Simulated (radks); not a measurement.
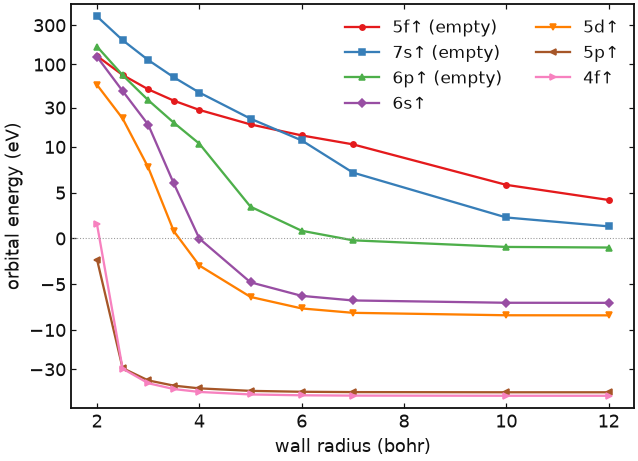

System: a free Ir atom, configuration [Xe] 4f14 5d7 6s2 (high spin). It is put inside a hard spherical wall of varying radius. Method: scalar-relativistic Kohn-Sham, r2SCAN, spin-polarised, spherical densities, finite nucleus; computed with the in-house radial solver radks. The plot shows the outer orbital energies (spin up), on a scale that is linear within ±10 eV and logarithmic beyond.

**Describe the level shifts under confinement.**

The levels rise as the wall closes in: 5f↑ goes from 4.19 eV at 12 bohr to 126.5 eV at 2 bohr. On compression 5f↑ drops below 7s↑ between 6 and 5 bohr, 5f↑ drops below 6p↑ between 2.5 and 2 bohr and 5p↑ drops below 4f↑ between 2.5 and 2 bohr. The fastest to rise is 7s↑ (by 380.7 eV), the slowest 5p↑ (by 54.9 eV): the wall presses hardest on the most extended orbitals.
